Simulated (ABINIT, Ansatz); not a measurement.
## How the form of the self-energy moves the gap of YVO4 (I4_1/amd)

How much does the gap of YVO4 (I4_1/amd) depend on the approximation to the self-energy?

Program: ABINIT 10.8.3. Level of theory: LDA and many-body steps on it, plane waves. Results are calculated unless marked as measured.

## 1. The structure

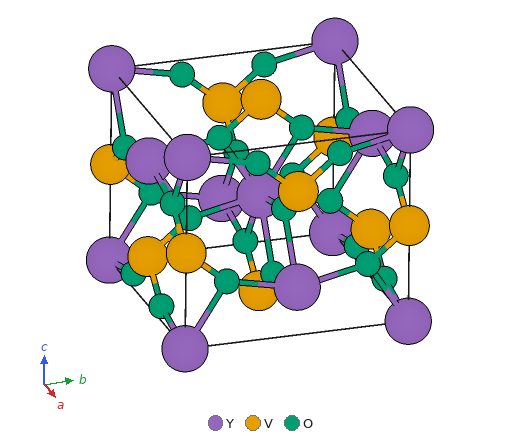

The starting structure, seen slightly off an axis (yttrium purple, vanadium orange, oxygen teal). This picture shows the conventional cell, with its axes. Some periodic images of atoms are drawn too.

Structure file:

```cif
data_structure
_symmetry_space_group_name_H-M 'I4_1/amd:1'
_symmetry_Int_Tables_number 141
_cell_length_a 7.1183
_cell_length_b 7.1183
_cell_length_c 6.2893
_cell_angle_alpha 90.000
_cell_angle_beta 90.000
_cell_angle_gamma 90.000
_cell_volume 318.68
loop_
_atom_site_label
_atom_site_type_symbol
_atom_site_symmetry_multiplicity
_atom_site_Wyckoff_symbol
_atom_site_fract_x
_atom_site_fract_y
_atom_site_fract_z
_atom_site_occupancy
Y1 Y 4 a 0.00000 0.50000 0.25000 1
V1 V 4 b 0.00000 0.00000 0.50000 1
O1 O 16 h 0.00000 0.18420 0.32580 1
```

The cell and positions come from the Crystallography Open Database and are kept as given unless a step says otherwise.

## 2. Empty states on the mesh, 4×4×4 mesh, 283 bands

This step: ABINIT 10.8.3; DFT, LDA, plane waves, norm-conserving pseudopotentials.

The sums over transitions need many empty states on a uniform mesh; this step solves for them.

File run.abi:

```
acell 3*1.0 Angstrom
rprim 
  -3.559150000000 3.559150000000 3.144650000000
  3.559150000000 -3.559150000000 3.144650000000
  3.559150000000 3.559150000000 -3.144650000000
ntypat 3
znucl 39 23 8
natom 12
typat 1 1 2 2 3 3 3 3 3 3 3 3
xred 
  0.750000000000 0.250000000000 0.500000000000
  0.000000000000 0.000000000000 0.000000000000
  0.500000000000 0.500000000000 0.000000000000
  0.250000000000 0.750000000000 0.500000000000
  0.510000000000 0.325800000000 0.184200000000
  0.075800000000 0.391600000000 0.315800000000
  0.141600000000 0.325800000000 0.815800000000
  0.075800000000 0.760000000000 0.684200000000
  0.240000000000 0.924200000000 0.315800000000
  0.674200000000 0.490000000000 0.815800000000
  0.608400000000 0.924200000000 0.684200000000
  0.674200000000 0.858400000000 0.184200000000
pp_dirpath "pseudos"
pseudos "Y.upf, V.upf, O.upf"
ecut 38
ngkpt 4 4 4
nshiftk 1
shiftk 0 0 0
kptopt 1
chksymbreak 0
iscf -2
irdden 1
istwfk *1
nband 283
nbdbuf 24
tolwfr 1e-09
nstep 60
prtvol 0
indata_prefix "in"
outdata_prefix "out"
tmpdata_prefix "tmp"
```

Command:

```bash
$ OMP_NUM_THREADS=1 mpirun -n 8 abinit run.abi > log
```

Numbers of over 12 decimals in the logs are rounded to 6 here.

Output:

```text
.Version 10.8.3 of ABINIT. v10.8.2 released Aug 2026.

 Symmetries : space group I4_1/a m d (#141); Bravais tI (body-center tetrag.)
[... echo of the input left out ...]
== DATASET  1 ==================================================================
-   mpi_nproc: 8, omp_nthreads: 1 (-1 if OMP is not activated)
-    --> not optimal distribution: autoparal keyword recommended in input file <--

--- !DatasetInfo
iteration_state: {dtset: 1, }
dimensions: {natom: 12, nkpt: 13, mband: 283, nsppol: 1, nspinor: 1, nspden: 1, mpw: 12062, }
[...]
2.46573    2.46864    2.46864    2.48853    2.50728    2.50860    2.51265    2.52450
   2.52450    2.53006    2.53006    2.53930    2.56055    2.56669    2.56679    2.58631
   2.58702    2.61065    2.61717
 prteigrs : prtvol=0 or 1, do not print more k-points.

== END DATASET(S) ==============================================================
================================================================================

 -outvars: echo values of variables after computation  --------
            nband         283
             nkpt          13
          spgroup         141
 [... the other variables as echoed above ...]

 Calculation completed.
```

Wall time 6 min (8 MPI ranks of Arm Neoverse V2, shared host); peak memory 1.4 GiB; 48 min of CPU time.

Numbers from this step:

| Item | Value |
| --- | --- |
| gap | 2.875 eV |
| k of the valence top | 0, 0, 0 |
| k of the conduction bottom | 0, 0, 0 |
| least direct gap | 2.875 eV |
| k points computed | 13 |
| lowest point of the top converged band, above the valence top | 62.4817 eV |

On this mesh the gap is 2.875 eV.

The density comes from a self-consistent run that is not shown.

## 3. Screening, 4×4×4 mesh, 134 bands, screening to 98 eV

The RPA dielectric matrix is built and inverted for each q.

This step: RPA screening on LDA, plane waves, norm-conserving pseudopotentials.

Edit run.abi of step 2 so:

```diff
@@ -30,10 +30,11 @@
 chksymbreak 0
-iscf -2
-irdden 1
 istwfk *1
-nband 283
-nbdbuf 24
-tolwfr 1e-09
-nstep 60
-prtvol 0
+occopt 1
+irdwfk 1
+optdriver 3
+nband 134
+ecuteps 3.6
+inclvkb 2
+awtr 1
+symchi 1
 indata_prefix "in"
```

Output:

```text
.Version 10.8.3 of ABINIT. v10.8.2 released Aug 2026.

 Symmetries : space group I4_1/a m d (#141); Bravais tI (body-center tetrag.)
[... echo of the input left out ...]
== DATASET  1 ==================================================================
-   mpi_nproc: 8, omp_nthreads: 1 (-1 if OMP is not activated)

--- !DatasetInfo
iteration_state: {dtset: 1, }
dimensions: {natom: 12, nkpt: 13, mband: 134, nsppol: 1, nspinor: 1, nspden: 1, mpw: 12062, }
cutoff_energies: {ecut:  38.0, pawecutdg:  -1.0, }
electrons: {nelect:   9.60000000E+01, charge:   0.00000000E+00, occopt:   1.00000000E+00, tsmear:   1.00000000E-02, }

 SCREENING: Calculation of the susceptibility and dielectric matrices

 Based on a program developped by R.W. Godby, V. Olevano, G. Onida, and L. Reining.
 Incorporated in ABINIT by V. Olevano, G.-M. Rignanese, and M. Torrent.
.Using double precision arithmetic ; gwpc =  8

[... cell and pseudopotentials left out ...]
--------------------------------------------------------------------------------

 ==== K-mesh for the wavefunctions ====
 Number of points in the irreducible wedge :    13
[... list of points left out ...]
 Together with 16 symmetry operations and time-reversal symmetry
 yields    64 points in the full Brillouin Zone.

 ==== Q-mesh for the screening function ====
 Number of points in the irreducible wedge :    13
[... list of points left out ...]
 Together with 16 symmetry operations and time-reversal symmetry
 yields    64 points in the full Brillouin Zone.

 setmesh: FFT mesh size selected  =    36x   36x   36
          total number of points  =        46656

 vcoul_init : cutoff-mode = AUXILIARY_FUNCTION
 q-points for optical limit:   1
     1)      0.000010    0.000020    0.000030

- screening: taking advantage of time-reversal symmetry
- Maximum band index for partially occupied states nbvw = 48
- Remaining bands to be divided among processors   nbcw = 86
- Number of bands treated by each node ~10

 Number of electrons calculated from density =   96.0000; Expected =   96.0000
 average of density, n =  0.089279
 r_s =    1.3880
 omega_plasma =   28.8224 [eV]

 calculating chi0 at frequencies [eV] :
  1    0.000000E+00    0.000000E+00
  2    0.000000E+00    2.882242E+01

--------------------------------------------------------------------------------
  q-point number  1        q = ( 0.000000, 0.000000, 0.000000) [r.l.u.]
--------------------------------------------------------------------------------
[... chi0 elements left out ...]
 For q-point:  0.000010 0.000020 0.000030
  dielectric constant =   4.0304
  dielectric constant without local fields =   4.9138

  Average fulfillment of the sum rule on Im[epsilon] for q-point    1 :     40.12  [%]
[... wings left out ...]
  q-point number  2        q = ( 0.250000, 0.000000, 0.000000) [r.l.u.]
--------------------------------------------------------------------------------
[... chi0 elements left out ...]
  Average fulfillment of the sum rule on Im[epsilon] for q-point    2 :     51.24  [%]

 [... 11 further q-points ...]
```

Wall time 5.1 min (8 MPI ranks); peak memory 7.1 GiB.

This step gave:

```yaml
eps_infinity_with_local_fields_on_this_mesh_along_the_program_s_q_direction: 4.030
the_same_without_local_fields: 4.914
plasma_frequency: 28.82 eV
plane_waves_in_the_screening_matrix: 349
```

Local fields lower ε∞ by 18 %.

## 4. G0W0, Godby-Needs plasmon pole

The self-energy is evaluated for the states that the input lists, and the levels follow from it, in one-shot runs by the linearised quasiparticle equation.

This step: G0W0 on LDA, plane waves, norm-conserving pseudopotentials.

Edit run.abi of step 3 so:

```diff
@@ -33,8 +33,15 @@
 irdwfk 1
-optdriver 3
+optdriver 4
 nband 134
+gwcalctyp 0
+ecutsigx 38
+symsigma 1
+nkptgw 1
+kptgw 
+  0.0000000000 0.0000000000 0.0000000000
+bdgw 
+  46 50
 ecuteps 3.6
-inclvkb 2
-awtr 1
-symchi 1
+irdscr 1
+ppmodel 1
 indata_prefix "in"
```

Output:

```text
.Version 10.8.3 of ABINIT. v10.8.2 released Aug 2026.

 Symmetries : space group I4_1/a m d (#141); Bravais tI (body-center tetrag.)
[... echo of the input left out ...]
== DATASET  1 ==================================================================
-   mpi_nproc: 8, omp_nthreads: 1 (-1 if OMP is not activated)

--- !DatasetInfo
iteration_state: {dtset: 1, }
dimensions: {natom: 12, nkpt: 13, mband: 134, nsppol: 1, nspinor: 1, nspden: 1, mpw: 12062, }
cutoff_energies: {ecut:  38.0, pawecutdg:  -1.0, }
electrons: {nelect:   9.60000000E+01, charge:   0.00000000E+00, occopt:   1.00000000E+00, tsmear:   1.00000000E-02, }

 SIGMA: Calculation of the GW corrections

 Based on a program developped by R.W. Godby, V. Olevano, G. Onida, and L. Reining.
 Incorporated in ABINIT by V. Olevano, G.-M. Rignanese, and M. Torrent.
.Using double precision arithmetic ; gwpc =  8

[... cell and pseudopotentials left out ...]
--------------------------------------------------------------------------------

 ==== K-mesh for the wavefunctions ====
 Number of points in the irreducible wedge :    13
[... list of points left out ...]
 Together with 16 symmetry operations and time-reversal symmetry
 yields    64 points in the full Brillouin Zone.

 ==== Q-mesh for screening function ====
 Number of points in the irreducible wedge :    13
[... list of points left out ...]
 Together with 16 symmetry operations and time-reversal symmetry
 yields    64 points in the full Brillouin Zone.

 vcoul_init : cutoff-mode = AUXILIARY_FUNCTION
 q-points for optical limit:   1
     1)      0.000010    0.000020    0.000030
 setmesh: FFT mesh size selected  =    60x   60x   60
          total number of points  =       216000

 Number of electrons calculated from density =   96.0000; Expected =   96.0000
 average of density, n =  0.089279
 r_s =    1.3880
 omega_plasma =   28.8224 [eV]

 === KS Band Gaps ===
  >>>> For spin  1
   Minimum direct gap =   2.8750 [eV], located at k-point      :   0.0000  0.0000  0.0000
   Fundamental gap    =   2.8750 [eV], Top of valence bands at :   0.0000  0.0000  0.0000
                                       Bottom of conduction at :   0.0000  0.0000  0.0000
 SIGMA fundamental parameters:
 PLASMON POLE MODEL  1
 number of plane-waves for SigmaX                12033
 number of plane-waves for SigmaC and W            349
 number of plane-waves for wavefunctions         12033
 number of bands                                   134
 number of independent spin polarizations            1
 number of spinorial components                      1
 number of k-points in IBZ                          13
 number of q-points in IBZ                          13
 number of symmetry operations                      16
 number of k-points in BZ                           64
 number of q-points in BZ                           64
 number of frequencies for dSigma/dE                 9
 frequency step for dSigma/dE [eV]                0.25
 number of omega for Sigma on real axis              0
 max omega for Sigma on real axis  [eV]           0.00
 zcut for avoiding poles [eV]                     0.10

 EPSILON^-1 parameters (SCR file):
 dimension of the eps^-1 matrix on file            349
 dimension of the eps^-1 matrix used               349
 number of plane-waves for wavefunctions         12033
 number of bands                                   134
 number of q-points in IBZ                          13
 number of frequencies                               2
 number of real frequencies                          1
 number of imag frequencies                          1

 matrix elements of self-energy operator (all in [eV])

 Perturbative Calculation

--- !SelfEnergy_ee
iteration_state: {dtset: 1, }
kpoint     : [   0.000,    0.000,    0.000, ]
spin       : 1
KS_gap     :    2.875
QP_gap     :    5.288
Delta_QP_KS:    2.413
data: !SigmaeeData |
     Band     E0 <VxcDFT>   SigX SigC(E0)      Z dSigC/dE  Sig(E)    E-E0       E
       46   2.703 -19.235 -24.331   4.862   0.774  -0.292 -19.416  -0.180   2.523
       47   2.703 -19.235 -24.331   4.862   0.774  -0.292 -19.416  -0.180   2.523
       48   3.108 -19.463 -24.612   4.913   0.770  -0.298 -19.646  -0.182   2.925
       49   5.983 -20.102 -13.084  -4.198   0.791  -0.264 -17.872   2.231   8.214
       50   6.715 -22.451 -14.739  -4.566   0.774  -0.292 -20.016   2.436   9.150

== END DATASET(S) ==============================================================
================================================================================

 -outvars: echo values of variables after computation  --------
           etotal      0.0000000000E+00
            nband         134
             nkpt          13
          spgroup         141
 [... the other variables as echoed above ...]

 Calculation completed.
```

Run time: 11 s. Hardware: 8 MPI ranks; peak memory 4.7 GiB.

This step gave:

| Property | Result |
| --- | --- |
| G0W0 gap on the points computed | 5.289 eV |
| starting gap on the mesh | 2.875 eV |
| k of the valence top | 0, 0, 0 |
| k of the conduction bottom | 0, 0, 0 |
| Z at the valence top | 0.77 |
| Z at the conduction bottom | 0.791 |
| least direct G0W0 gap on the computed points | 5.289 eV |

The gap on the mesh goes from 2.87 eV to 5.29 eV, a correction of +2.41 eV.

## 5. G0W0, Hybertsen-Louie plasmon pole

Edit run.abi of step 4 so:

```diff
@@ -45,3 +45,3 @@
 irdscr 1
-ppmodel 1
+ppmodel 2
 indata_prefix "in"
```

Output:

```text
.Version 10.8.3 of ABINIT. v10.8.2 released Aug 2026.

 Symmetries : space group I4_1/a m d (#141); Bravais tI (body-center tetrag.)
[... echo of the input left out ...]
== DATASET  1 ==================================================================
-   mpi_nproc: 8, omp_nthreads: 1 (-1 if OMP is not activated)

--- !DatasetInfo
iteration_state: {dtset: 1, }
dimensions: {natom: 12, nkpt: 13, mband: 134, nsppol: 1, nspinor: 1, nspden: 1, mpw: 12062, }
cutoff_energies: {ecut:  38.0, pawecutdg:  -1.0, }
electrons: {nelect:   9.60000000E+01, charge:   0.00000000E+00, occopt:   1.00000000E+00, tsmear:   1.00000000E-02, }

 SIGMA: Calculation of the GW corrections

 Based on a program developped by R.W. Godby, V. Olevano, G. Onida, and L. Reining.
 Incorporated in ABINIT by V. Olevano, G.-M. Rignanese, and M. Torrent.
.Using double precision arithmetic ; gwpc =  8

[... cell and pseudopotentials left out ...]
--------------------------------------------------------------------------------

 ==== K-mesh for the wavefunctions ====
 Number of points in the irreducible wedge :    13
[... list of points left out ...]
 Together with 16 symmetry operations and time-reversal symmetry
 yields    64 points in the full Brillouin Zone.

 ==== Q-mesh for screening function ====
 Number of points in the irreducible wedge :    13
[... list of points left out ...]
 Together with 16 symmetry operations and time-reversal symmetry
 yields    64 points in the full Brillouin Zone.

 vcoul_init : cutoff-mode = AUXILIARY_FUNCTION
 q-points for optical limit:   1
     1)      0.000010    0.000020    0.000030
 setmesh: FFT mesh size selected  =    60x   60x   60
          total number of points  =       216000

 Number of electrons calculated from density =   96.0000; Expected =   96.0000
[...]
number of q-points in IBZ                          13
 number of symmetry operations                      16
 number of k-points in BZ                           64
 number of q-points in BZ                           64
 number of frequencies for dSigma/dE                 9
 frequency step for dSigma/dE [eV]                0.25
 number of omega for Sigma on real axis              0
 max omega for Sigma on real axis  [eV]           0.00
 zcut for avoiding poles [eV]                     0.10

 EPSILON^-1 parameters (SCR file):
 dimension of the eps^-1 matrix on file            349
 dimension of the eps^-1 matrix used               349
 number of plane-waves for wavefunctions         12033
 number of bands                                   134
 number of q-points in IBZ                          13
 number of frequencies                               2
 number of real frequencies                          1
 number of imag frequencies                          1

 matrix elements of self-energy operator (all in [eV])

 Perturbative Calculation

--- !SelfEnergy_ee
iteration_state: {dtset: 1, }
kpoint     : [   0.000,    0.000,    0.000, ]
spin       : 1
KS_gap     :    2.875
QP_gap     :    6.238
Delta_QP_KS:    3.363
data: !SigmaeeData |
     Band     E0 <VxcDFT>   SigX SigC(E0)      Z dSigC/dE  Sig(E)    E-E0       E
       46   2.703 -19.235 -24.331   4.446   0.853  -0.172 -19.789  -0.554   2.150
       47   2.703 -19.235 -24.331   4.446   0.853  -0.172 -19.789  -0.554   2.150
       48   3.108 -19.463 -24.612   4.470   0.852  -0.173 -20.042  -0.579   2.529
       49   5.983 -20.102 -13.084  -3.807   0.867  -0.154 -17.318   2.784   8.767
       50   6.715 -22.451 -14.739  -4.033   0.859  -0.163 -19.289   3.163   9.877

== END DATASET(S) ==============================================================
================================================================================

 -outvars: echo values of variables after computation  --------
           etotal      0.0000000000E+00
            nband         134
             nkpt          13
          spgroup         141
 [... the other variables as echoed above ...]

 Calculation completed.
```

Run time: 11 s. Hardware: 8 MPI ranks; peak memory 4.5 GiB.

Numbers from this step:

```
G0W0 gap on the points computed              : 6.238 eV
starting gap on the mesh                     : 2.875 eV
k of the valence top                         : 0, 0, 0
k of the conduction bottom                   : 0, 0, 0
Z at the valence top                         : 0.852
Z at the conduction bottom                   : 0.867
least direct G0W0 gap on the computed points : 6.238 eV
```

Against G0W0 in ABINIT (4×4×4 mesh, 134 bands, screening to 98 eV, Godby-Needs plasmon pole), the gap moves by +0.949 eV.

## 6. G0W0, Engel-Farid plasmon pole

Edit run.abi of step 5 so:

```diff
@@ -45,3 +45,3 @@
 irdscr 1
-ppmodel 2
+ppmodel 4
 indata_prefix "in"
```

Output:

```text
.Version 10.8.3 of ABINIT. v10.8.2 released Aug 2026.

 Symmetries : space group I4_1/a m d (#141); Bravais tI (body-center tetrag.)
[... echo of the input left out ...]
== DATASET  1 ==================================================================
-   mpi_nproc: 8, omp_nthreads: 1 (-1 if OMP is not activated)

--- !DatasetInfo
iteration_state: {dtset: 1, }
dimensions: {natom: 12, nkpt: 13, mband: 134, nsppol: 1, nspinor: 1, nspden: 1, mpw: 12062, }
cutoff_energies: {ecut:  38.0, pawecutdg:  -1.0, }
[...]
48   3.108 -19.463 -24.612   4.927   0.798  -0.253 -19.640  -0.177   2.931
       49   5.983 -20.102 -13.084  -4.102   0.818  -0.223 -17.717   2.385   8.368
       50   6.715 -22.451 -14.739  -4.400   0.804  -0.244 -19.790   2.662   9.376

== END DATASET(S) ==============================================================
================================================================================

 -outvars: echo values of variables after computation  --------
           etotal      0.0000000000E+00
            nband         134
             nkpt          13
          spgroup         141
 [... the other variables as echoed above ...]

 Calculation completed.
```

It took 9.9 s on 8 MPI ranks; peak memory 4.3 GiB.

Numbers from this step:

| Item | Value |
| --- | --- |
| G0W0 gap on the points computed | 5.437 eV |
| starting gap on the mesh | 2.875 eV |
| k of the valence top | 0, 0, 0 |
| k of the conduction bottom | 0, 0, 0 |
| least direct G0W0 gap on the computed points | 5.437 eV |

Against G0W0 in ABINIT (4×4×4 mesh, 134 bands, screening to 98 eV, Godby-Needs plasmon pole), the gap moves by +0.148 eV.

(Part 1 of 2 ends here.)

[Paths, hosts, dates, memory and timing lines, banners, echoed tables and standing remarks are left out of the program output.]

[Logs are printed without paths, hosts, clocks, repeated set-up lines and the standing remarks that a program may print on its own settings, such as how far it seeks lower states.]

[Runs of the session that timed out or met a known fault of the program may be left out.]

[Hosts, paths, dates, database ids (printed as entryN), source tags and the programs' standing remarks are cut or masked in the printed files.]

[G0W0 gaps are taken among the corrected bands and points alone; a level outside them can change the order at an edge.]

[Where Ansatz stands beside ABINIT at settings called matched, ABINIT's density can come from a denser mesh and the files from another edition; pairs whose starting gaps differed by over 0.03 eV were left out, so agreement reads better than it is.]
